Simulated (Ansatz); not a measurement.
Nudged elastic band, with input and output: SiNH₅OF (part 2 of 2)

SiNH₅OF, multiplicity 2; UKS PBE0/def2-SVP (Ansatz 0.2.0). The run did not end well. It belongs to a series of runs on one base structure; here: band between the two ends.

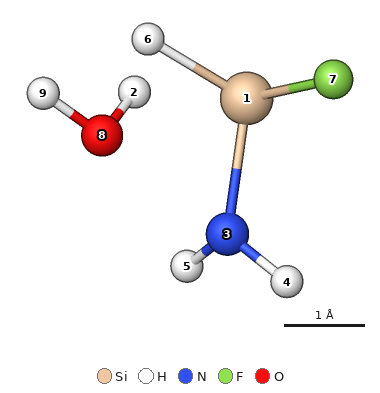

Fig. 1: The starting structure (ball-and-stick view, seen at a tilt; atoms are numbered from 1 in the order of the input).

## The last band as extended XYZ (Å, eV, eV/Å)
```
9
Properties=species:S:1:pos:R:3:forces:R:3 image=0 energy=-14196.51257
Si   -0.1976   -0.4909   -0.2523    0.0060   0.0025  -0.0002
H     0.2613   -0.8442    2.7767    0.0007   0.0093  -0.0041
N     1.4266    0.0761   -0.3729    0.0045  -0.0102  -0.0220
H     1.9907   -0.2213   -1.1622   -0.0064   0.0094   0.0154
H     1.9585    0.1561    0.4867   -0.0030  -0.0042  -0.0013
H    -1.1359    0.5887    0.2281   -0.0051   0.0027   0.0026
F    -0.6200   -0.7778   -1.8125    0.0048  -0.0006   0.0056
O     0.5857   -0.0273    2.3800   -0.0221   0.0132   0.0113
H    -0.0721    0.6333    2.6286    0.0206  -0.0222  -0.0072
9
Properties=species:S:1:pos:R:3:forces:R:3 image=1 energy=-14196.45471
Si   -0.1575   -0.3614   -0.1604   -0.0209  -0.0110  -0.0257
H     0.2692   -0.9075    2.3934    0.0505  -0.0307   0.0416
N     1.4724    0.0995   -0.4848   -0.0059   0.0032   0.0128
H     2.0151   -0.4475   -1.1455   -0.0164   0.0061   0.0106
H     2.0495    0.4678    0.2639   -0.0507  -0.0256   0.0537
H    -1.0098    0.8480    0.1144    0.0032  -0.0065   0.0131
F    -0.6833   -1.0081   -1.5702    0.0145   0.0114  -0.0557
O     0.5228    0.0111    2.5570    0.0000   0.0014  -0.0236
H    -0.2811    0.3909    2.9324    0.0258   0.0518  -0.0267
9
Properties=species:S:1:pos:R:3:forces:R:3 image=2 energy=-14196.33134
Si   -0.1197   -0.2399   -0.1363   -0.0185  -0.0082  -0.0587
H     0.2909   -0.6868    2.0757    0.0888  -0.1264   0.1216
N     1.5044    0.1081   -0.5903   -0.0073   0.0310  -0.0509
H     2.0525   -0.6016   -1.0663   -0.0136  -0.0100   0.0228
H     2.0937    0.7069   -0.0204   -0.0687   0.0004   0.0369
H    -0.9166    1.0271   -0.0337    0.0213   0.0126  -0.0206
F    -0.7341   -1.1589   -1.3371    0.0049   0.0084  -0.0970
O     0.4355   -0.0207    2.7716    0.0003  -0.0200   0.0187
H    -0.4093   -0.0411    3.2370   -0.0072   0.1121   0.0272
9
Properties=species:S:1:pos:R:3:forces:R:3 image=3 energy=-14196.22281
Si   -0.0648   -0.1138   -0.1213   -0.0051   0.0023  -0.0893
H     0.2289   -0.3589    2.0198    0.1318  -0.1173   0.1402
N     1.5393    0.1031   -0.6977   -0.0124   0.0326  -0.1268
H     2.1055   -0.6996   -0.9540   -0.0073  -0.0009   0.0391
H     2.1155    0.8755   -0.3784   -0.0533   0.0024   0.0033
H    -0.8291    1.1709   -0.2282    0.0261   0.0227  -0.0752
F    -0.7614   -1.2630   -1.0435   -0.0025   0.0094  -0.1003
O     0.2849   -0.0537    2.9483   -0.0209  -0.0038   0.0931
H    -0.4215   -0.5677    3.3552   -0.0563   0.0526   0.1158
9
Properties=species:S:1:pos:R:3:forces:R:3 image=4 energy=-14196.20666
Si    0.0260    0.0379   -0.0605   -0.0046  -0.0068  -0.0871
H     0.0390   -0.1120    2.0761    0.0486   0.0319   0.4916
N     1.5831    0.0880   -0.7711   -0.0100   0.0023  -0.1632
H     2.1698   -0.7370   -0.8347    0.0085   0.0111   0.0540
H     2.1254    0.9448   -0.7928   -0.0126  -0.0069  -0.0020
H    -0.7235    1.2824   -0.4289    0.0070   0.0121  -0.0985
F    -0.7426   -1.2890   -0.6135   -0.0024   0.0073  -0.1059
O     0.1001   -0.1540    3.0629   -0.0729  -0.1206  -0.0896
H    -0.3801   -0.9682    3.2627    0.0384   0.0695   0.0006
9
Properties=species:S:1:pos:R:3:forces:R:3 image=5 energy=-14196.29215
Si   -0.0647    0.1721   -0.0747    0.0006   0.0156  -0.0635
H     0.0586    0.0838    2.1471   -0.0410   0.1247   0.1921
N     1.5398    0.0764   -0.6708   -0.0084  -0.0204  -0.1015
H     2.1569   -0.6921   -0.4289   -0.0280   0.0207   0.0570
H     2.0609    0.9202   -0.8845   -0.0124   0.0027  -0.0076
H    -0.7800    1.2668   -0.8063    0.0180   0.0122  -0.1000
F    -0.7964   -1.2584   -0.3588    0.0220  -0.0072  -0.0212
O     0.3281   -0.3757    2.9668    0.0723  -0.1096   0.0255
H    -0.3060   -1.1003    3.0103   -0.0230  -0.0386   0.0192
9
Properties=species:S:1:pos:R:3:forces:R:3 image=6 energy=-14196.42548
Si   -0.1295    0.2814   -0.0812   -0.0035   0.0144  -0.0298
H     0.0452    0.2184    2.3207   -0.0019   0.0559   0.1477
N     1.5058    0.0738   -0.5528    0.0028  -0.0285  -0.0375
H     2.1305   -0.5322   -0.0305   -0.0346   0.0409   0.0717
H     2.0086    0.8240   -1.0140   -0.0207  -0.0035  -0.0158
H    -0.7846    1.1614   -1.1039    0.0262   0.0004  -0.0691
F    -0.8628   -1.1809   -0.0908    0.0048   0.0046   0.0366
O     0.4804   -0.5337    2.7539    0.0293  -0.0562  -0.0844
H    -0.1963   -1.2192    2.6989   -0.0023  -0.0281  -0.0195
9
Properties=species:S:1:pos:R:3:forces:R:3 image=7 energy=-14196.56977
Si   -0.1811    0.3652   -0.1062   -0.0020   0.0074  -0.0004
H     0.0619    0.1941    2.7029    0.0245  -0.0074   0.0560
N     1.4763    0.0916   -0.4473    0.0057  -0.0177   0.0112
H     2.0756   -0.3105    0.2657   -0.0181   0.0496   0.0584
H     1.9833    0.6765   -1.1016   -0.0250  -0.0247  -0.0137
H    -0.7690    1.0054   -1.3335    0.0248  -0.0147  -0.0267
F    -0.9393   -1.0806    0.1038   -0.0097   0.0153   0.0566
O     0.5830   -0.5956    2.5123   -0.0106  -0.0028  -0.0661
H    -0.0933   -1.2533    2.3040    0.0104  -0.0051  -0.0753
9
Properties=species:S:1:pos:R:3:forces:R:3 image=8 energy=-14196.63652
Si   -0.2485    0.4610   -0.1994    0.0002  -0.0049   0.0037
H     0.1657   -0.0514    2.9887   -0.0060  -0.0006   0.0003
N     1.4260    0.1463   -0.3305   -0.0038   0.0118  -0.0157
H     1.9535   -0.0340    0.5176    0.0139  -0.0018   0.0057
H     1.9832    0.4607   -1.1156   -0.0035  -0.0073   0.0106
H    -0.7368    0.7884   -1.5815   -0.0023   0.0028  -0.0041
F    -1.0461   -0.9144    0.2663   -0.0032  -0.0011  -0.0005
O     0.6825   -0.6031    2.3916    0.0129   0.0024  -0.0012
H     0.0178   -1.1606    1.9630   -0.0083  -0.0015   0.0012
```

This output came from the following input.

## Input
```yaml
crystal:
  periodic: [false, false, false]
  atoms:
    - { symbol: Si, position_ang: [-0.197608, -0.490892, -0.252279] }
    - { symbol: H, position_ang: [0.261346, -0.84416, 2.776689] }
    - { symbol: "N", position_ang: [1.426597, 0.07612, -0.372939] }
    - { symbol: H, position_ang: [1.990744, -0.22125, -1.162246] }
    - { symbol: H, position_ang: [1.958503, 0.156084, 0.486713] }
    - { symbol: H, position_ang: [-1.135887, 0.588719, 0.22813] }
    - { symbol: F, position_ang: [-0.619988, -0.777784, -1.812474] }
    - { symbol: O, position_ang: [0.585712, -0.027259, 2.380022] }
    - { symbol: H, position_ang: [-0.072119, 0.633322, 2.628583] }
magnetization:
  spin_polarized: true
  initial_magnetization: 1
basis:
  gaussian: { orbitals: def2-SVP }
hamiltonian:
  xc: pbe0
neb:
  order_check: false
  images: 7
  f_tol: 0.05
  max_iterations: 44
  optimiser: fire
  climbing: immediate
  final_atoms:
    - { symbol: Si, position_ang: [-0.24847798, 0.46102282, -0.19937697] }
    - { symbol: H, position_ang: [0.16571892, -0.05142438, 2.98868353] }
    - { symbol: "N", position_ang: [1.42602789, 0.14625979, -0.3305248] }
    - { symbol: H, position_ang: [1.95353496, -0.03397231, 0.5175695] }
    - { symbol: H, position_ang: [1.98317763, 0.46066634, -1.11558989] }
    - { symbol: H, position_ang: [-0.73682559, 0.78844812, -1.58146258] }
    - { symbol: F, position_ang: [-1.04615036, -0.91437937, 0.26627516] }
    - { symbol: O, position_ang: [0.68253527, -0.60307335, 2.39162285] }
    - { symbol: H, position_ang: [0.01775925, -1.16064767, 1.96300218] }
  initial_path:
    images:
      - { positions_ang: [[-0.197608, -0.490892, -0.252279], [0.261346, -0.84416, 2.776689], [1.426597, 0.07612, -0.372939], [1.990744, -0.22125, -1.162246], [1.958503, 0.156084, 0.486713], [-1.135887, 0.588719, 0.22813], [-0.619988, -0.777784, -1.812474], [0.585712, -0.027259, 2.380022], [-0.072119, 0.633322, 2.628583]] }
      - { positions_ang: [[-0.15404558, -0.36244739, -0.18274939], [0.20761658, -0.65213003, 2.51540387], [1.48658877, 0.07933044, -0.44147771], [2.03589382, -0.36791124, -1.09691351], [2.00533389, 0.37313608, 0.16876257], [-1.03915791, 0.74848873, 0.08059384], [-0.65818021, -0.89709491, -1.49646741], [0.46425666, -0.05840075, 2.54458182], [-0.15100602, 0.22992908, 2.80846491]] }
      - { positions_ang: [[-0.11048315, -0.23400278, -0.11321978], [0.15388717, -0.46010007, 2.25411874], [1.54658055, 0.08254089, -0.51001643], [2.08104364, -0.51457248, -1.03158102], [2.05216478, 0.59018815, -0.14918785], [-0.94242882, 0.90825845, -0.06694231], [-0.69637243, -1.01640582, -1.18046081], [0.34280131, -0.08954249, 2.70914163], [-0.22989304, -0.17346384, 2.98834683]] }
      - { positions_ang: [[-0.06692073, -0.10555817, -0.04369017], [0.10015775, -0.2680701, 1.99283362], [1.60657232, 0.08575133, -0.57855514], [2.12619345, -0.66123372, -0.96624853], [2.09899567, 0.80724023, -0.46713828], [-0.84569973, 1.06802818, -0.21447847], [-0.73456464, -1.13571673, -0.86445422], [0.22134597, -0.12068424, 2.87370145], [-0.30878006, -0.57685677, 3.16822874]] }
      - { positions_ang: [[-0.02335831, 0.02288644, 0.02583944], [0.04642834, -0.07604014, 1.73154849], [1.6665641, 0.08896177, -0.64709385], [2.17134327, -0.80789496, -0.90091604], [2.14582656, 1.0242923, -0.78508871], [-0.74897064, 1.22779791, -0.36201462], [-0.77275686, -1.25502764, -0.54844763], [0.09989062, -0.15182599, 3.03826127], [-0.38766708, -0.98024969, 3.34811065]] }
      - { positions_ang: [[-0.07963822, 0.13242053, -0.03046466], [0.07625098, -0.0698862, 2.04583225], [1.60643005, 0.10328628, -0.56795159], [2.1168912, -0.6144143, -0.54629466], [2.10516432, 0.88338581, -0.867714], [-0.74593438, 1.11796046, -0.66687661], [-0.84110523, -1.16986557, -0.34476693], [0.24555178, -0.26463783, 2.87660167], [-0.2863105, -1.02534918, 3.00183354]] }
      - { positions_ang: [[-0.13591814, 0.24195463, -0.08676876], [0.10607363, -0.06373226, 2.36011601], [1.54629599, 0.11761078, -0.48880933], [2.06243912, -0.42093364, -0.19167327], [2.06450209, 0.74247932, -0.9503393], [-0.74289811, 1.00812302, -0.9717386], [-0.90945361, -1.08470351, -0.14108623], [0.39121295, -0.37744967, 2.71494206], [-0.18495392, -1.07044868, 2.65555642]] }
      - { positions_ang: [[-0.19219806, 0.35148873, -0.14307286], [0.13589628, -0.05757832, 2.67439977], [1.48616194, 0.13193529, -0.40966706], [2.00798704, -0.22745297, 0.16294811], [2.02383986, 0.60157283, -1.03296459], [-0.73986185, 0.89828557, -1.27660059], [-0.97780198, -0.99954144, 0.06259446], [0.53687411, -0.49026151, 2.55328246], [-0.08359733, -1.11554818, 2.3092793]] }
      - { positions_ang: [[-0.24847798, 0.46102282, -0.19937697], [0.16571892, -0.05142438, 2.98868353], [1.42602789, 0.14625979, -0.3305248], [1.95353496, -0.03397231, 0.5175695], [1.98317763, 0.46066634, -1.11558989], [-0.73682559, 0.78844812, -1.58146258], [-1.04615036, -0.91437937, 0.26627516], [0.68253527, -0.60307335, 2.39162285], [0.01775925, -1.16064767, 1.96300218]] }
```

Launch command:
```bash
ansatz run input.yaml --threads 2 --pin off --max-ram 3072MiB --backend cpu --events-out ev --progress --plain --runs-dir out
```

## Outcome

| quantity | value |
| --- | --- |
| outcome | not converged |
| barrier, forward (band not converged) | 0.306 eV |
| barrier, backward | 0.430 eV |
| hardware | 2 threads of Arm Neoverse V2, 24 GiB of memory available, shared host |
| wall time | 11 min (CPU time 21 min) |
| peak memory | 0.22 GiB |

## Diagnosis

The run did not converge: “NEB band did not converge after 44 iterations: max|band force component| = 4.89e-1 eV/Å (threshold 5.0e-2); raise `neb.max_iterations` in a new run, which can start from the last band evaluated (`neb.initial_path`, with `crystal.atoms` and `neb.final_atoms` set to its first and last images), add images, or start from endpoints closer to local minima …” Its last values are not results.
